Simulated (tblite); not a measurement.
# C$_{5}$H$_{10}$Si$_{2}$: geometry relaxation

- system: C$_{5}$H$_{10}$Si$_{2}$
- method: GFN2-xTB geometry optimisation, gas phase (tblite 0.8.0)

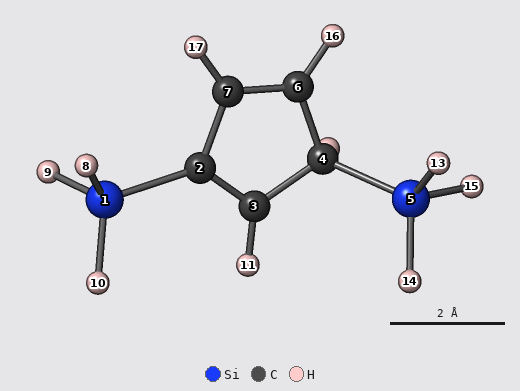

*The starting structure (ball-and-stick view, seen at a tilt; atoms are numbered from 1 in the order of the input).*

Bond lengths as drawn: C–C 1.32 to 1.48 Å, C–H 1.09 to 1.11 Å, C–Si 1.84 to 1.85 Å and H–Si 1.46 to 1.50 Å.

## The input
```
{"job": {"xc": "GFN2-xTB", "basis": "xTB", "kind": "relax"}, "charge": 0, "multiplicity": 1}
Si     0.024100    -0.271800     2.476600
C      0.699800     0.085100     0.797200
C      0.557900    -0.596800    -0.319900
C      1.279900     0.046600    -1.444200
Si     2.464400    -1.048200    -2.325200
C      1.888600     1.205800    -0.752000
C      1.564400     1.233200     0.531000
H      1.045900     0.075600     3.471800
H     -1.169800     0.591900     2.716800
H     -0.398700    -1.676400     2.638100
H     -0.053200    -1.498500    -0.394400
H      0.514400     0.439900    -2.151400
H      3.869700    -0.797200    -2.039800
H      2.203200    -2.488400    -2.171200
H      2.298800    -0.799600    -3.794100
H      2.530900     1.949800    -1.229600
H      1.873100     1.973100     1.270300
```

The first line tells a small driver script what to run in tblite; the rest is the geometry in Å.

Run as:
```bash
OMP_NUM_THREADS=1 python <driver script> task.json out
```

## Log
```
step      E/eV     max force
  0    -522.71316    2.247
  1    -522.84402    1.485
  2    -522.88307    0.406
  3    -522.89626    0.364
  4    -522.90875    0.261
  5    -522.91484    0.243
  6    -522.92033    0.234
  7    -522.92418    0.145
  8    -522.92738    0.170
  9    -522.93006    0.132
 10    -522.93230    0.110
 11    -522.93400    0.097
 12    -522.93548    0.107
 13    -522.93690    0.095
 14    -522.93844    0.113
 15    -522.94020    0.128
 16    -522.94196    0.114
 17    -522.94350    0.104
 18    -522.94485    0.089
 19    -522.94615    0.097
 20    -522.94758    0.104
 21    -522.94930    0.132
 22    -522.95134    0.141
 23    -522.95361    0.134
 24    -522.95594    0.130
 25    -522.95804    0.107
 26    -522.95977    0.135
 27    -522.96130    0.122
 28    -522.96281    0.084
 29    -522.96429    0.098
 30    -522.96573    0.085
 31    -522.96708    0.092
 32    -522.96818    0.077
 33    -522.96900    0.072
 34    -522.96976    0.071
 35    -522.97081    0.084
 36    -522.97255    0.108
 37    -522.97518    0.126
 38    -522.97837    0.121
 39    -522.98132    0.124
 40    -522.98360    0.122
 41    -522.98612    0.150
 42    -522.98983    0.187
 43    -522.99259    0.305
 44    -522.99189    0.297
 45    -523.00137    0.143
 46    -523.00519    0.124
 47    -523.01248    0.151
 48    -523.01483    0.146
 49    -523.01791    0.152
 50    -523.02153    0.149
 51    -523.02473    0.158
 52    -523.02719    0.155
 53    -523.02873    0.095
 54    -523.02949    0.086
 55    -523.03035    0.071
 56    -523.03113    0.062
 57    -523.03193    0.057
 58    -523.03248    0.058
 59    -523.03306    0.049
 60    -523.03357    0.054
 61    -523.03407    0.068
 62    -523.03457    0.080
 63    -523.03520    0.082
 64    -523.03600    0.073
 65    -523.03693    0.065
 66    -523.03787    0.063
 67    -523.03876    0.076
 68    -523.03969    0.078
 69    -523.04078    0.095
 70    -523.04198    0.121
 71    -523.04309    0.112
 72    -523.04396    0.067
 73    -523.04455    0.064
 74    -523.04500    0.050
 75    -523.04547    0.061
 76    -523.04592    0.045
 77    -523.04623    0.046
 78    -523.04642    0.042
 79    -523.04662    0.040
 80    -523.04687    0.037
 81    -523.04712    0.040
 82    -523.04733    0.038
 83    -523.04758    0.043
 84    -523.04788    0.042
 85    -523.04824    0.042
 86    -523.04854    0.038
 87    -523.04872    0.028
 88    -523.04887    0.033
 89    -523.04905    0.042
 90    -523.04929    0.043
 91    -523.04952    0.039
 92    -523.04968    0.029
 93    -523.04975    0.020
 94    -523.04980    0.013
 95    -523.04983    0.014
 96    -523.04987    0.013
 97    -523.04990    0.011
 98    -523.04993    0.010
 99    -523.04996    0.009
100    -523.04998    0.009
101    -523.04999    0.010
102    -523.05001    0.010
103    -523.05002    0.008
104    -523.05003    0.012
105    -523.05005    0.014
106    -523.05007    0.013
107    -523.05008    0.012
108    -523.05010    0.010
109    -523.05011    0.011
110    -523.05013    0.016
111    -523.05016    0.016
112    -523.05018    0.013
113    -523.05021    0.013
114    -523.05022    0.010
115    -523.05024    0.014
116    -523.05028    0.019
117    -523.05032    0.017
118    -523.05036    0.010
119    -523.05038    0.008
120    -523.05038    0.007
121    -523.05039    0.009
122    -523.05041    0.010
123    -523.05042    0.011
124    -523.05044    0.014
125    -523.05047    0.018
126    -523.05051    0.022
127    -523.05055    0.023
128    -523.05060    0.024
129    -523.05065    0.024
130    -523.05069    0.022
131    -523.05074    0.021
132    -523.05079    0.020
133    -523.05086    0.024
134    -523.05094    0.026
135    -523.05102    0.027
136    -523.05112    0.025
137    -523.05124    0.027
138    -523.05139    0.031
139    -523.05153    0.036
140    -523.05163    0.023
141    -523.05176    0.027
142    -523.05186    0.029
143    -523.05198    0.034
144    -523.05212    0.034
145    -523.05226    0.027
146    -523.05230    0.026
147    -523.05235    0.012
148    -523.05237    0.009
149    -523.05239    0.015
150    -523.05241    0.016
151    -523.05243    0.014
152    -523.05246    0.014
153    -523.05248    0.010
154    -523.05250    0.008
155    -523.05250    0.008
156    -523.05251    0.007
157    -523.05251    0.006
158    -523.05252    0.005
159    -523.05252    0.005
160    -523.05253    0.004
161    -523.05253    0.004
162    -523.05254    0.005
163    -523.05254    0.005
164    -523.05254    0.006
165    -523.05255    0.005
166    -523.05255    0.005
167    -523.05256    0.004
168    -523.05256    0.005
169    -523.05256    0.005
170    -523.05257    0.006
171    -523.05257    0.005
172    -523.05257    0.003
173    -523.05257    0.003
174    -523.05257    0.003
```

## Trajectory as extended XYZ (Å, eV, eV/Å), 6 of the 12 frames kept, from step=0 to step=174
```
17
Properties=species:S:1:pos:R:3:forces:R:3 step=0 energy=-522.71316
Si    0.0241   -0.2718    2.4766   -0.6970   0.0190   0.8030
C     0.6998    0.0851    0.7972    0.6090   1.0690   1.3810
C     0.5579   -0.5968   -0.3199   -0.7480  -1.3530  -1.0540
C     1.2799    0.0466   -1.4442   -1.4960   1.0600   0.3830
Si    2.4644   -1.0482   -2.3252    0.9310  -1.1150  -1.7140
C     1.8886    1.2058   -0.7520    0.9500   1.0120  -0.8170
C     1.5644    1.2332    0.5310   -0.2560  -0.0720   0.8250
H     1.0459    0.0756    3.4718   -0.0170  -0.0630  -0.0070
H    -1.1698    0.5919    2.7168    0.3040  -0.2130  -0.0620
H    -0.3987   -1.6764    2.6381    0.1190   0.1750  -0.0860
H    -0.0532   -1.4985   -0.3944    0.3300   0.3460  -0.2510
H     0.5144    0.4399   -2.1514    0.4360  -0.3050   0.1230
H     3.8697   -0.7972   -2.0398    0.0650   0.0860   0.2300
H     2.2032   -2.4884   -2.1712   -0.0690   0.1780   0.1860
H     2.2988   -0.7996   -3.7941    0.0460  -0.0090   0.4030
H     2.5309    1.9498   -1.2296   -0.3130  -0.4220  -0.0490
H     1.8731    1.9731    1.2703   -0.1940  -0.3940  -0.2940
17
Properties=species:S:1:pos:R:3:forces:R:3 step=31 energy=-522.96708
Si    0.0792   -0.2969    2.5027   -0.0010   0.0050  -0.0220
C     0.7951    0.0780    0.8152   -0.0110   0.0210  -0.0030
C     0.4927   -0.5556   -0.3404    0.0390  -0.0250   0.0030
C     1.1547    0.1045   -1.4873   -0.0510   0.0680   0.0340
Si    2.4753   -1.0495   -2.2867   -0.0440   0.0300   0.0380
C     1.8146    1.2699   -0.8466    0.0560  -0.0300   0.0070
C     1.6388    1.2089    0.4837   -0.0270  -0.0140  -0.0100
H     1.0585   -0.0391    3.5602    0.0280   0.0080   0.0000
H    -1.0928    0.5650    2.7003    0.0020   0.0050   0.0520
H    -0.3425   -1.6984    2.5458    0.0050  -0.0230   0.0080
H    -0.1313   -1.4266   -0.4401    0.0140   0.0070  -0.0300
H     0.4456    0.3826   -2.2675    0.0230  -0.0040  -0.0410
H     3.7849   -0.7888   -1.7004    0.0420   0.0010   0.0500
H     2.0953   -2.4402   -2.0561   -0.0300  -0.0540  -0.0260
H     2.5158   -0.7794   -3.7262    0.0000   0.0230  -0.0050
H     2.3691    2.0077   -1.4000    0.0060  -0.0220   0.0160
H     2.0405    1.8819    1.2236   -0.0510   0.0060  -0.0700
17
Properties=species:S:1:pos:R:3:forces:R:3 step=63 energy=-523.03520
Si    0.2609   -0.3468    2.4574   -0.0350  -0.0130   0.0080
C     0.6961    0.1631    0.7116    0.0040  -0.0340  -0.0070
C     0.3654   -0.4828   -0.4359   -0.0030   0.0290  -0.0230
C     1.0442    0.1456   -1.5818   -0.0060  -0.0170  -0.0080
Si    2.4570   -1.0896   -2.0350   -0.0580   0.0300  -0.0190
C     1.6962    1.3253   -0.9819   -0.0280   0.0020  -0.0230
C     1.5179    1.2946    0.3524    0.0220  -0.0360  -0.0160
H     1.4523   -0.1951    3.3007   -0.0150  -0.0150   0.0130
H    -0.8205    0.4786    3.0067    0.0060   0.0150  -0.0090
H    -0.1627   -1.7520    2.4383    0.0110   0.0360   0.0200
H    -0.2759   -1.3427   -0.5313    0.0680   0.0120   0.0440
H     0.4420    0.3262   -2.4687    0.0020  -0.0050   0.0070
H     3.3684   -1.1724   -0.9003    0.0170  -0.0330   0.0210
H     1.8552   -2.3899   -2.3384    0.0100   0.0070  -0.0120
H     3.1447   -0.5874   -3.2268    0.0040   0.0230   0.0010
H     2.2414    2.0533   -1.5551    0.0150   0.0100   0.0120
H     1.9111    1.9961    1.0683   -0.0140  -0.0110  -0.0100
17
Properties=species:S:1:pos:R:3:forces:R:3 step=110 energy=-523.05013
Si    0.2321   -0.2989    2.4981    0.0040   0.0030  -0.0100
C     0.7310    0.1242    0.7448    0.0030   0.0030  -0.0060
C     0.4183   -0.5492   -0.3898   -0.0020  -0.0020   0.0030
C     1.0533    0.0909   -1.5560    0.0030   0.0010   0.0050
Si    2.4787   -1.0729   -2.1198   -0.0070  -0.0130   0.0050
C     1.6815    1.2942   -0.9735   -0.0050   0.0030   0.0010
C     1.5189    1.2733    0.3619   -0.0020   0.0050   0.0000
H     1.3991   -0.1871    3.3804   -0.0020  -0.0050  -0.0020
H    -0.8073    0.6247    2.9670    0.0030   0.0070   0.0010
H    -0.2821   -1.6704    2.5328    0.0000  -0.0010   0.0000
H    -0.1772   -1.4419   -0.4579   -0.0030  -0.0100  -0.0010
H     0.4031    0.2661   -2.4107    0.0030  -0.0010   0.0030
H     3.3525   -1.3391   -0.9810   -0.0010   0.0070   0.0000
H     1.8849   -2.3136   -2.6246    0.0020   0.0110   0.0010
H     3.2099   -0.4055   -3.1990    0.0040   0.0000  -0.0060
H     2.2024    2.0321   -1.5572   -0.0010  -0.0040   0.0050
H     1.8943    1.9970    1.0645    0.0000  -0.0040   0.0010
17
Properties=species:S:1:pos:R:3:forces:R:3 step=142 energy=-523.05186
Si    0.2339   -0.3027    2.4974   -0.0010   0.0120  -0.0010
C     0.7230    0.1178    0.7406    0.0010   0.0060   0.0000
C     0.4259   -0.5687   -0.3902   -0.0030   0.0000  -0.0100
C     1.0513    0.0774   -1.5591   -0.0100   0.0050   0.0030
Si    2.5003   -1.0633   -2.1087    0.0100   0.0240   0.0030
C     1.6538    1.2971   -0.9829   -0.0120  -0.0070   0.0140
C     1.4885    1.2803    0.3523    0.0060  -0.0070  -0.0040
H     1.4357   -0.3708    3.3390   -0.0180  -0.0080  -0.0090
H    -0.6569    0.7362    3.0306    0.0140  -0.0210  -0.0060
H    -0.4531   -1.5981    2.5092    0.0140   0.0250   0.0010
H    -0.1519   -1.4738   -0.4531    0.0050   0.0060  -0.0070
H     0.4009    0.2360   -2.4170    0.0000  -0.0090   0.0060
H     3.3808   -1.2808   -0.9648    0.0010  -0.0110  -0.0030
H     1.9372   -2.3236   -2.5968   -0.0050  -0.0060   0.0060
H     3.2150   -0.3965   -3.1998    0.0020   0.0000  -0.0020
H     2.1597    2.0438   -1.5691   -0.0040  -0.0170   0.0050
H     1.8494    2.0137    1.0522   -0.0030   0.0070   0.0040
17
Properties=species:S:1:pos:R:3:forces:R:3 step=174 energy=-523.05257
Si    0.2382   -0.3039    2.4956   -0.0010   0.0020   0.0020
C     0.7134    0.1184    0.7364   -0.0010   0.0000   0.0010
C     0.4296   -0.5806   -0.3903   -0.0010   0.0000  -0.0010
C     1.0482    0.0665   -1.5613    0.0000   0.0010   0.0000
Si    2.5200   -1.0521   -2.0965    0.0000   0.0000   0.0020
C     1.6294    1.2993   -0.9923    0.0000   0.0000  -0.0010
C     1.4622    1.2895    0.3426    0.0000  -0.0010  -0.0010
H     1.4492   -0.5216    3.2963    0.0000   0.0000   0.0010
H    -0.5269    0.7998    3.0861    0.0010  -0.0010  -0.0010
H    -0.5734   -1.5234    2.4958    0.0000  -0.0010  -0.0010
H    -0.1352   -1.4940   -0.4495    0.0010   0.0000   0.0000
H     0.3989    0.2054   -2.4232    0.0000   0.0000   0.0010
H     3.3999   -1.2543   -0.9492   -0.0010   0.0010  -0.0020
H     1.9768   -2.3250   -2.5757    0.0000   0.0000   0.0010
H     3.2283   -0.3821   -3.1898    0.0010   0.0010   0.0010
H     2.1266    2.0476   -1.5832    0.0000   0.0010   0.0000
H     1.8081    2.0345    1.0380    0.0000  -0.0010  -0.0010
```

## Summary

- outcome: converged
- total energy: −523.0526 eV
- hardware: 1 CPU thread, shared host
- wall time: 1.3 s
- peak memory: 0.19 GiB
